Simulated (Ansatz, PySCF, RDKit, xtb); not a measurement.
# GeHClO: a search for the lowest isomer, part 1 of 2

Task: start from the formula GeHClO, draw up candidate structures, narrow them down in stages, and characterise the one that lies lowest at 298.15 K.

The funnel: GFN2-xTB relaxations, single points with a density functional, relaxations at B3LYP-D3(BJ)/def2-SVP, harmonic vibrations, and a last energy at a higher level. All values are calculated.

7 further runs of the same task are left out: 7 set aside as unsound or not needed.

**1. Candidates**

A program enumerates the bonding patterns with one Lewis structure each (two rings at most, one unusual centre or charged pair), with their diastereomers. O–O, O–halogen and N–halogen bonds and N–N–N chains are not drawn. That gives 3 candidates.

```
label         SMILES     spin
 c467   [OH][Ge][Cl]  singlet
 c915   [OH][Ge][Cl]  triplet
 c920  [O]=[GeH][Cl]  singlet
```

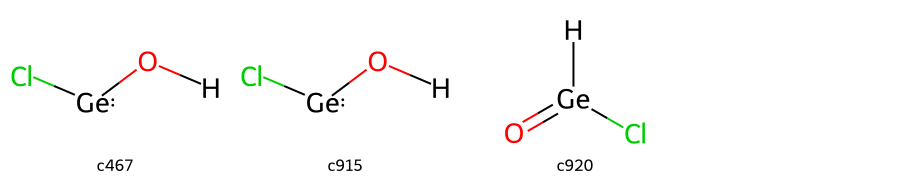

Structural formulas of the candidates.

Candidates are built by distance geometry, with a force field where one applies, in up to four conformers (letters a to d). 6 starts with atoms placed at random are added, to find patterns that the rules miss.

**2. Search with GFN2-xTB**

All 9 starts are relaxed the same way. One of them, c467a (enumerated, embedded by distance geometry and UFF), in full:

Contents of start.xyz:

```xyz
4
c467a
Cl    -0.632528     0.124527    -2.299579
Ge    -2.347744     1.024207    -1.242173
O     -2.558621     0.085483     0.270330
H     -3.370502     0.521222     0.696021
```

On the command line:

```sh
$ xtb start.xyz --gfn 2 --opt
```

Standard output, shortened:

```text
* xtb version 6.7.1
[...]
          :  # basis functions                  25          :
[...]
          :  # electrons                        18          :
[...]
          :  Hamiltonian                  GFN2-xTB          :
[...]
          :  net charge                          0          :
          :  unpaired electrons                  0          :
[...]
   *** convergence criteria satisfied after 16 iterations ***
[...]
   *** GEOMETRY OPTIMIZATION CONVERGED AFTER 9 ITERATIONS ***
[...]
   *** convergence criteria satisfied after 3 iterations ***
[...]
         ::                     SUMMARY                     ::
         :::::::::::::::::::::::::::::::::::::::::::::::::::::
         :: total energy             -11.172127659856 Eh    ::
         :: gradient norm              0.000384840534 Eh/a0 ::
         :: HOMO-LUMO gap              4.249037630643 eV    ::
         ::.................................................::
         :: SCC energy               -11.195197111114 Eh    ::
         :: -> isotropic ES            0.010460592986 Eh    ::
         :: -> anisotropic ES          0.000886587557 Eh    ::
         :: -> anisotropic XC         -0.001185332892 Eh    ::
         :: -> dispersion             -0.002019746457 Eh    ::
         :: repulsion energy           0.023069451259 Eh    ::
         :: add. restraining           0.000000000000 Eh    ::
         :: total charge               0.000000000000 e     ::
         :::::::::::::::::::::::::::::::::::::::::::::::::::::
[...]
         9        2.0000           -0.4076487             -11.0927 (HOMO)
        10                         -0.2514994              -6.8436 (LUMO)
[...]
     #   Z          covCN         q      C6AA      α(0)
     1  17          0.814    -0.216   105.872    15.740
     2  32          1.593     0.397   247.778    32.957
     3   8          1.584    -0.488    22.672     6.425
     4   1          0.806     0.307     0.701     1.315
[...]
     #   Z sym  total        # sym  WBO       # sym  WBO       # sym  WBO
 ---------------------------------------------------------------------------
     1  17      1.338 --     2      1.305
     2  32      2.649 --     3      1.321     1      1.305
     3   8      2.222 --     2      1.321     4      0.875
     4   1      0.906 --     3      0.875
 ---------------------------------------------------------------------------
[...]
molecular dipole:
                 x           y           z       tot (Debye)
 q only:       -1.002       0.863       0.177
   full:       -1.279       0.927       0.451       4.174
molecular quadrupole (traceless):
[...]
          | TOTAL ENERGY              -11.172127659856 Eh   |
          | GRADIENT NORM               0.000384840534 Eh/α |
          | HOMO-LUMO GAP               4.249037630643 eV   |
           -------------------------------------------------
[...]
```

Wall time 0.034 s (1 thread of Arm Neoverse V2, shared host).

**3. The minima found**

9 of the 9 relaxations converged; 2 ended on a minimum already found. 7 distinct structures remain:

```
label             start      SMILES after     spin  energy (kcal/mol)           note
 c978            random      [OH][Ge][Cl]  singlet                0.0               
c467a  drawn and random      [OH][Ge][Cl]  singlet                1.8               
 c761            random   [ClH].[O][Ge] ‡  singlet               36.5  loosely bound
c920a             drawn     [O]=[GeH][Cl]  singlet               47.7               
 c168            random    [Cl][O][GeH] ‡  singlet               84.6               
 c733            random  [O]1[Cl][GeH]1 ‡  singlet               89.5               
c915a             drawn      [OH][Ge][Cl]  triplet              104.9
```

‡ marks the bonded skeleton alone, with all bonds drawn single: no Lewis structure was assigned that passes a check against the bond lengths.

GFN2-xTB has no spin polarisation, so it can't rank spin states and is rough for open shells.

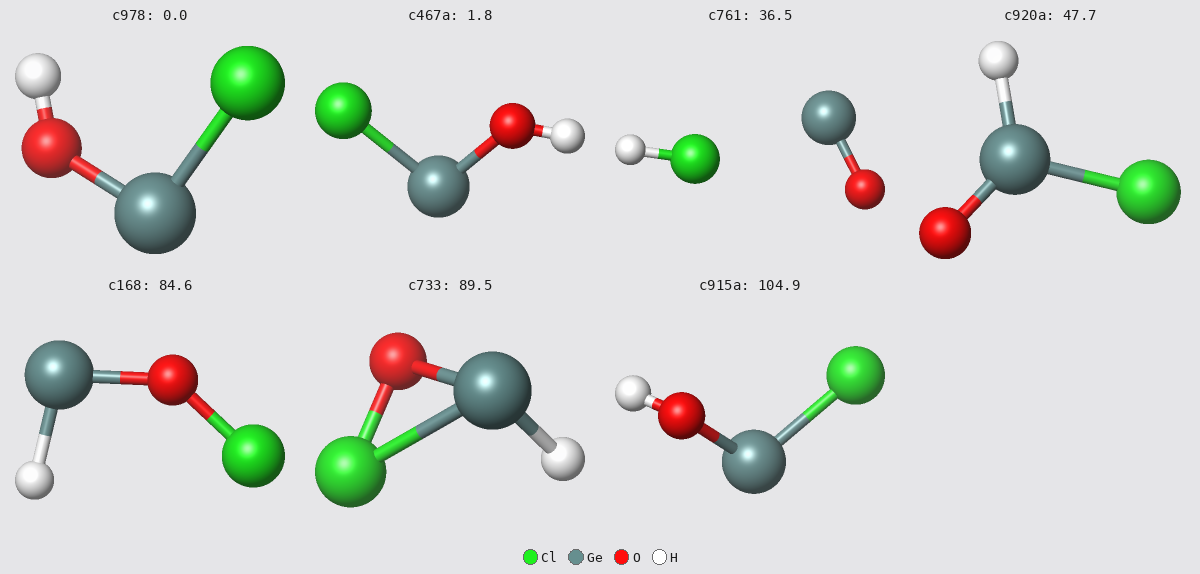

The 7 lowest minima that did not fall apart, with their GFN2-xTB energies in kcal/mol.

**4. Screening with a density functional**

A choice of the minima (the low ones first, few conformers of a pattern, up to a cap) and the lowest that fell apart get a single point at r2SCAN-D4/def2-SVP on the tight-binding geometry, and one at HF/STO-3G for comparison. The lowest singlets are also tried as triplets at the same geometry (label ending in t). The first, c978:

Contents of input.yaml:

```yaml
crystal:
  periodic: [false, false, false]
  atoms:
    - {symbol: Cl, position_ang: [2.406728, 0.032133, -0.229885]}
    - {symbol: Ge, position_ang: [0.636090, -0.847218, -1.161974]}
    - {symbol: O, position_ang: [-0.625712, -0.003592, -0.285009]}
    - {symbol: H, position_ang: [-0.576126, 0.654917, 0.406357]}
basis:
  gaussian:
    orbitals: def2-SVP
hamiltonian:
  xc: r2scan
  dispersion: d4
scf:
  lower_state_search: off
```

On the command line:

```sh
$ ansatz run input.yaml --threads 1 --pin off --max-ram 2610MiB --events-out events.jsonl --progress --plain --runs-dir runs
```

Standard output, shortened:

```text
Warning: RAYON_NUM_THREADS=1 ignored (pool sized by the plan → 1); use --threads N
Functional definition: r2SCAN
  name "r2SCAN"
[...]
747 factors; their error is unknown
[...]
mean field -71091.36665954 eV, -2612.5595372789 hartree, gradient 5.4e-6 eV, S^2 0.000000; 0 other end points of the search recorded, 0 dependent functions left out
reference -71091.36666688 eV, -2612.5595375489 hartree; 29, 29 occupied and 40, 40 virtual orbitals, 747 factors
Total energy: -71091.38430387 eV, -2612.5601856962 hartree
Checks for a lower state left out: stability, starts, cluster_reference, orbital_swaps, neighbouring_geometries, increment
```

It took 1.8 s on 1 thread of Arm Neoverse V2, shared host.

Relative energies in kcal/mol, each column from its lowest structure that stays in one piece:

```
 label           SMILES     spin  GFN2-xTB  HF/STO-3G  r2SCAN-D4/def2-SVP
  c978     [OH][Ge][Cl]  singlet       0.0        0.0                 0.0
 c467a     [OH][Ge][Cl]  singlet       1.8        3.4                 2.8
 c920a    [O]=[GeH][Cl]  singlet      47.7       39.9                42.3
  c761  [ClH].[O][Ge] ‡  singlet      36.5       75.9                49.8
 c978t     [OH][Ge][Cl]  triplet         –          –                76.8
c920at    [O]=[GeH][Cl]  triplet         –          –               132.6
```

‡ marks the bonded skeleton alone, with all bonds drawn single: no Lewis structure was assigned that passes a check against the bond lengths.

**5. Relaxing the best candidates**

3 candidates are relaxed at B3LYP-D3(BJ)/def2-SVP (chosen among the lowest in one piece). The first, c978:

Edit input.yaml of step 4 so:

```diff
@@ -11,5 +11,7 @@
 hamiltonian:
-  xc: r2scan
-  dispersion: d4
+  xc: {name: B3LYP}
+  dispersion: d3bj
 scf:
   lower_state_search: off
+relax:
+  f_tol: 0.003
```

On the command line:

```sh
$ ansatz run input.yaml --threads 1 --pin off --max-ram 2610MiB --events-out events.jsonl --progress --plain --runs-dir runs
```

Standard output, shortened:

```text
Warning: RAYON_NUM_THREADS=1 ignored (pool sized by the plan → 1); use --threads N
[...]
Functional definition: B3LYP
  name "B3LYP"
[...]
703 factors; integrals over basis functions are off by at most 2.0e-4 eV
[...]
mean field -71094.92089347 eV, -2612.6901529669 hartree, gradient 6.6e-6 eV, S^2 0.000000; 0 other end points of the search recorded, 0 dependent functions left out
[...]
reference -71094.92108106 eV, -2612.6901598607 hartree; 29, 29 occupied and 40, 40 virtual orbitals, 703 factors
relax step   1: F+E_penalty+E_count = -71095.07301416 eV  Δ(F+E_penalty+E_count) = +0.000e0 eV  max|allowed force component| = 9.032e-1 eV/Å  Δτ_max = 0.0000 Å  (15 SCF iters, accepted)
[...]
relax step   7: F+E_penalty+E_count = -71095.15572069 eV  Δ(F+E_penalty+E_count) = -4.342e-4 eV  max|allowed force component| = 1.328e-2 eV/Å  Δτ_max = 0.0106 Å  (21 SCF iters, accepted)
[...]
relax step   8: F+E_penalty+E_count = -71095.15580885 eV  Δ(F+E_penalty+E_count) = -8.816e-5 eV  max|allowed force component| = 5.607e-4 eV/Å  Δτ_max = 0.0057 Å  (14 SCF iters, accepted)
Total energy: -71095.15599647 eV, -2612.6987928427 hartree
Atom 0 at     2.349599     0.085289    -0.174612 Å, force    -0.000500    -0.000062     0.000107 eV/Å
Atom 1 at     0.586256    -0.864158    -1.179797 Å, force     0.000332    -0.000242    -0.000558 eV/Å
Atom 2 at    -0.702775    -0.009315    -0.291282 Å, force     0.000281    -0.000012     0.000561 eV/Å
Atom 3 at    -0.392100     0.624424     0.375180 Å, force    -0.000113     0.000316    -0.000109 eV/Å
Dipole moment:    -0.123019    -0.053253    -0.056339 e Å
Checks for a lower state left out: stability, starts, cluster_reference, orbital_swaps, neighbouring_geometries, increment
```

It took 14 s on 1 thread of Arm Neoverse V2, shared host.

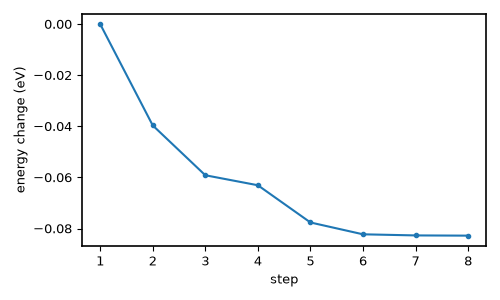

Energy along the run, all evaluated steps.

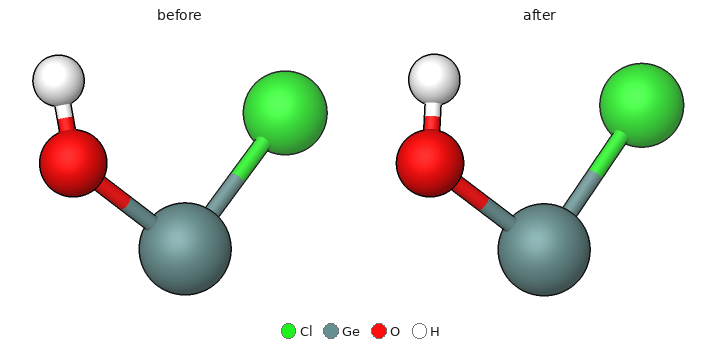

Before and after, at one scale.

After the run. Bond lengths: Cl1–Ge2 2.241 Å, Ge2–O3 1.784 Å, O3–H4 0.971 Å. Angles: Cl1–Ge2–O3 98.2°, Ge2–O3–H4 115.1°.

**6. The relaxed candidates**

```
label     spin  r2SCAN-D4/def2-SVP (kcal/mol)  B3LYP-D3(BJ)/def2-SVP, relaxed (kcal/mol)   time
 c978  singlet                            0.0                                        0.0   14 s
c467a  singlet                            2.8                                        3.2   15 s
c920a  singlet                           42.3                                       45.3  8.1 s
```

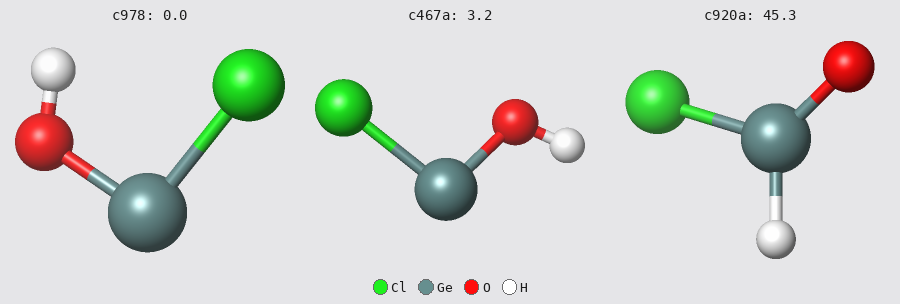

The relaxed structures, with energies at B3LYP-D3(BJ)/def2-SVP in kcal/mol.

**7. Are they minima? Harmonic frequencies**

The lowest few in one piece go on as finalists. Harmonic vibrations at B3LYP-D3(BJ)/def2-SVP test each finalist and give the zero-point energy and the thermal terms. The first, c978:

Contents of input.yaml:

```yaml
crystal:
  periodic: [false, false, false]
  atoms:
    - {symbol: Cl, position_ang: [2.349599, 0.085289, -0.174612]}
    - {symbol: Ge, position_ang: [0.586256, -0.864158, -1.179797]}
    - {symbol: O, position_ang: [-0.702775, -0.009315, -0.291282]}
    - {symbol: H, position_ang: [-0.392100, 0.624424, 0.375180]}
basis:
  gaussian:
    orbitals: def2-SVP
hamiltonian:
  xc: {name: B3LYP}
  dispersion: d3bj
scf:
  lower_state_search: off
phonons: {}
```

On the command line:

```sh
$ ansatz run input.yaml --threads 1 --pin off --max-ram 2610MiB --events-out events.jsonl --progress --plain --runs-dir runs
```

Standard output, shortened:

```text
Warning: RAYON_NUM_THREADS=1 ignored (pool sized by the plan → 1); use --threads N
Functional definition: B3LYP
  name "B3LYP"
[...]
702 factors; integrals over basis functions are off by at most 1.9e-4 eV
[...]
mean field -71095.00171354 eV, -2612.6931230498 hartree, gradient 7.4e-6 eV, S^2 0.000000; 0 other end points of the search recorded, 0 dependent functions left out
[...]
reference -71095.00190024 eV, -2612.6931299107 hartree; 29, 29 occupied and 40, 40 virtual orbitals, 702 factors
[...]
702 factors; integrals over basis functions are off by at most 1.9e-4 eV
mean field -71095.00173630 eV, -2612.6931238859 hartree, gradient 1.9e-6 eV, S^2 0.000000; 0 other end points of the search recorded, 0 dependent functions left out
[...]
reference -71095.00192302 eV, -2612.6931307479 hartree; 29, 29 occupied and 40, 40 virtual orbitals, 702 factors
[...]
702 factors; integrals over basis functions are off by at most 1.9e-4 eV
[...]
mean field -71095.00163194 eV, -2612.6931200508 hartree, gradient 1.5e-6 eV, S^2 0.000000; 0 other end points of the search recorded, 0 dependent functions left out
[...]
reference -71095.00181858 eV, -2612.6931269098 hartree; 29, 29 occupied and 40, 40 virtual orbitals, 702 factors
Total energy: -71095.15598000 eV, -2612.6987922376 hartree
Atom 0 at     2.349599     0.085289    -0.174612 Å, force    -0.000308    -0.000114     0.000053 eV/Å
Atom 1 at     0.586256    -0.864158    -1.179797 Å, force     0.000375    -0.000226    -0.000541 eV/Å
Atom 2 at    -0.702775    -0.009315    -0.291282 Å, force     0.000249     0.000049     0.000624 eV/Å
Atom 3 at    -0.392100     0.624424     0.375180 Å, force    -0.000315     0.000291    -0.000136 eV/Å
Dipole moment:    -0.123016    -0.053250    -0.056336 e Å
Vibrations: 200.86 369.70 518.88 695.69 794.95 3783.36 cm⁻¹, zero-point energy 0.394483 eV
Checks for a lower state left out: stability, starts, cluster_reference, orbital_swaps, neighbouring_geometries, increment
```

Run time: 31 s. Hardware: 1 thread of Arm Neoverse V2, shared host.

**8. Zero-point energy and free-energy terms**

At 298.15 K and 1 atm, ideal gas, rigid rotor and harmonic oscillator:

```
label         SMILES     spin  point group  lowest mode (cm⁻¹)  zero-point (kcal/mol)  G − E (kcal/mol)
 c978   [OH][Ge][Cl]  singlet           Cs                 201                    9.1              -8.6
c467a   [OH][Ge][Cl]  singlet           Cs                 213                    9.1              -8.6
c920a  [O]=[GeH][Cl]  singlet           Cs                 212                    7.0             -10.5
```

**9. The final energy**

Each finalist gets a single point at CCSD(T)/def2-TZVPP.

c978, CCSD(T)/def2-TZVPP:

Contents of input.yaml:

```yaml
basis:
  gaussian:
    orbitals: def2-TZVPP
crystal:
  periodic: [false, false, false]
  atoms:
    - {symbol: Cl, position_ang: [2.349599, 0.085289, -0.174612]}
    - {symbol: Ge, position_ang: [0.586256, -0.864158, -1.179797]}
    - {symbol: O, position_ang: [-0.702775, -0.009315, -0.291282]}
    - {symbol: H, position_ang: [-0.392100, 0.624424, 0.375180]}
correlation:
  method: ccsd_t
  frozen_orbitals: {Ge: 9, O: 1, Cl: 5, H: 0}
```

On the command line:

```sh
$ ansatz run input.yaml --threads 1 --pin off --max-ram 2610MiB --events-out events.jsonl --progress --plain --runs-dir runs
```

Standard output, shortened:

```text
Warning: RAYON_NUM_THREADS=1 ignored (pool sized by the plan → 1); use --threads N
Functional definition: HF
  name "HF"
[...]
857 factors; integrals over basis functions are off by at most 6.2e-4 eV
[...]
mean field -71033.54321309 eV, -2610.4345648162 hartree, gradient 1.4e-6 eV, S^2 0.000000; 0 other end points of the search recorded, 0 dependent functions left out
15 core orbitals not correlated: weight in the atoms' cores, before any rotation towards them, 1.000 or more for the frozen orbitals, at most 0.000 for the correlated occupied ones
reference -71033.54321309 eV, -2610.4345648162 hartree; 14, 14 occupied and 106, 106 virtual orbitals, 857 factors
second order -17.93045918 eV of doubles, -0.00000000 eV of singles
cycle   1  -17.76760706 eV  change    1.6e-1 eV  update   1.1e-1
[...]
cycle  10  -18.33890274 eV  change    1.7e-5 eV  update   1.6e-5
perturbative correction -0.76525077 eV, -0.0281224473 hartree
Total energy: -71052.64736661 eV, -2611.1366295087 hartree
```

Wall time 34 s (1 thread of Arm Neoverse V2, shared host); peak memory 0.7 GiB.

**10. c467a at CCSD(T)/def2-TZVPP**

Contents of input.yaml:

```yaml
crystal:
  periodic: [false, false, false]
  atoms:
    - {symbol: Cl, position_ang: [-0.665276, 0.060114, -2.165626]}
    - {symbol: Ge, position_ang: [-2.401472, 1.132179, -1.314864]}
    - {symbol: O, position_ang: [-2.555676, 0.136288, 0.169503]}
    - {symbol: H, position_ang: [-3.286971, 0.426858, 0.735586]}
basis:
  gaussian:
    orbitals: def2-TZVPP
correlation:
  method: ccsd_t
  frozen_orbitals: {Ge: 9, O: 1, Cl: 5, H: 0}
```

On the command line:

```sh
$ ansatz run input.yaml --threads 1 --pin off --max-ram 2610MiB --events-out events.jsonl --progress --plain --runs-dir runs
```

Standard output, shortened:

```text
Warning: RAYON_NUM_THREADS=1 ignored (pool sized by the plan → 1); use --threads N
Functional definition: HF
  name "HF"
[...]
856 factors; integrals over basis functions are off by at most 7.3e-4 eV
[...]
mean field -71033.41783710 eV, -2610.4299573334 hartree, gradient 9.8e-6 eV, S^2 0.000000; 0 other end points of the search recorded, 0 dependent functions left out
15 core orbitals not correlated: weight in the atoms' cores, before any rotation towards them, 1.000 or more for the frozen orbitals, at most 0.000 for the correlated occupied ones
reference -71033.41783710 eV, -2610.4299573334 hartree; 14, 14 occupied and 106, 106 virtual orbitals, 856 factors
second order -17.95107421 eV of doubles, -0.00000000 eV of singles
cycle   1  -17.78085252 eV  change    1.7e-1 eV  update   1.1e-1
[...]
cycle  10  -18.35828103 eV  change    1.7e-5 eV  update   1.6e-5
perturbative correction -0.76865534 eV, -0.0282475626 hartree
Total energy: -71052.54477346 eV, -2611.1328592800 hartree
```

It took 34 s on 1 thread of Arm Neoverse V2, shared host; peak memory 0.7 GiB.

**11. The ranking**

Energies in kcal/mol from c978; G adds the thermal terms to the CCSD(T)/def2-TZVPP energy. The columns left of the relaxed level are at the tight-binding geometries.

```
label         SMILES     spin  GFN2-xTB  HF/STO-3G  r2SCAN-D4/def2-SVP  B3LYP-D3(BJ)/def2-SVP  HF/def2-TZVPP  MP2/def2-TZVPP  CCSD(T)/def2-TZVPP     G  share at equilibrium     T1
 c978   [OH][Ge][Cl]  singlet       0.0        0.0                 0.0                    0.0            0.0             0.0                 0.0   0.0                98.2 %  0.014
c467a   [OH][Ge][Cl]  singlet       1.8        3.4                 2.8                    3.2            2.9             2.4                 2.4   2.4                 1.8 %  0.015
c920a  [O]=[GeH][Cl]  singlet      47.7       39.9                42.3                   45.3           50.9            36.9                39.9  38.0               < 0.1 %  0.020
```

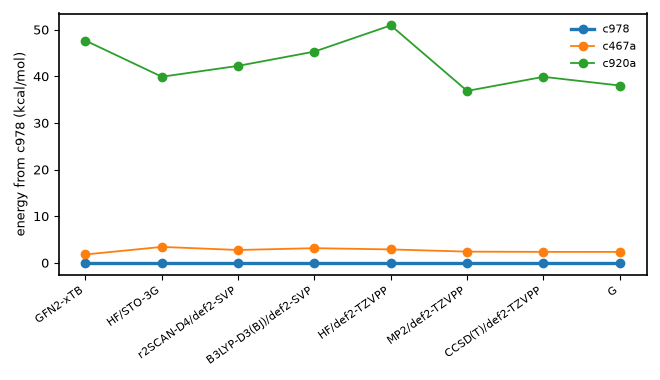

The finalists at each level, measured from c978.

Lowest found: c978, `[OH][Ge][Cl]`, a singlet of point group Cs. Bond lengths: Cl1–Ge2 2.241 Å, Ge2–O3 1.784 Å, O3–H4 0.971 Å. Angles: Cl1–Ge2–O3 98.2°, Ge2–O3–H4 115.1°.

```xyz
4

Cl    2.3496    0.0853   -0.1746
Ge    0.5863   -0.8642   -1.1798
O    -0.7028   -0.0093   -0.2913
H    -0.3921    0.6244    0.3752
```

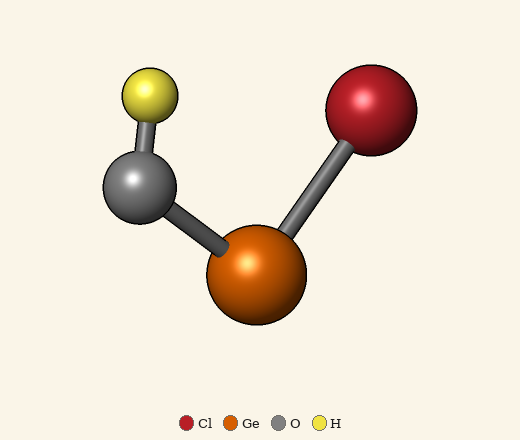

The lowest structure found, seen from a chosen angle (chlorine red, germanium orange, oxygen grey, hydrogen yellow).

**12. Density, orbitals and dipole (PBE0/def2-TZVPD)**

Contents of input.yaml:

```yaml
crystal:
  periodic: [false, false, false]
  atoms:
    - {symbol: Cl, position_ang: [2.349599, 0.085289, -0.174612]}
    - {symbol: Ge, position_ang: [0.586256, -0.864158, -1.179797]}
    - {symbol: O, position_ang: [-0.702775, -0.009315, -0.291282]}
    - {symbol: H, position_ang: [-0.392100, 0.624424, 0.375180]}
basis:
  gaussian:
    orbitals: def2-TZVPD
hamiltonian:
  xc: pbe0
output: {forces: true, orbitals: {seedname: orbitals}}
```

On the command line:

```sh
$ ansatz run input.yaml --threads 1 --pin off --max-ram 2610MiB --events-out events.jsonl --progress --plain --runs-dir runs
```

Standard output, shortened:

```text
Warning: RAYON_NUM_THREADS=1 ignored (pool sized by the plan → 1); use --threads N
Functional definition: PBE0
  name "PBE0"
[...]
969 factors; their error is unknown
[...]
mean field -71094.11427387 eV, -2612.6605102431 hartree, gradient 4.5e-5 eV, S^2 0.000000; 0 other end points of the search recorded, 0 dependent functions left out
[...]
reference -71094.11431542 eV, -2612.6605117704 hartree; 29, 29 occupied and 120, 120 virtual orbitals, 969 factors
Total energy: -71094.11431542 eV, -2612.6605117704 hartree
Atom 0 at     2.349599     0.085289    -0.174612 Å, force    -0.261285    -0.151690    -0.160324 eV/Å
Atom 1 at     0.586256    -0.864158    -1.179797 Å, force     0.054521     0.315413     0.330615 eV/Å
Atom 2 at    -0.702775    -0.009315    -0.291282 Å, force     0.296440     0.067126     0.072721 eV/Å
Atom 3 at    -0.392100     0.624424     0.375180 Å, force    -0.089676    -0.230849    -0.243013 eV/Å
Dipole moment:    -0.138446    -0.102588    -0.108156 e Å
```

Run time: 6 s. Hardware: 1 thread of Arm Neoverse V2, shared host.

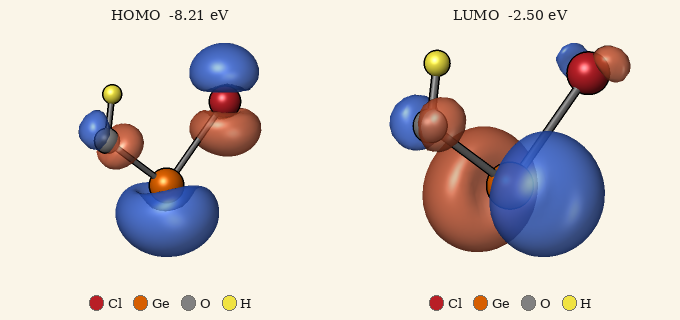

Frontier orbitals of this run, surfaces at ±0.2 Å^-3/2.

(Continued in part 2 of 2.)
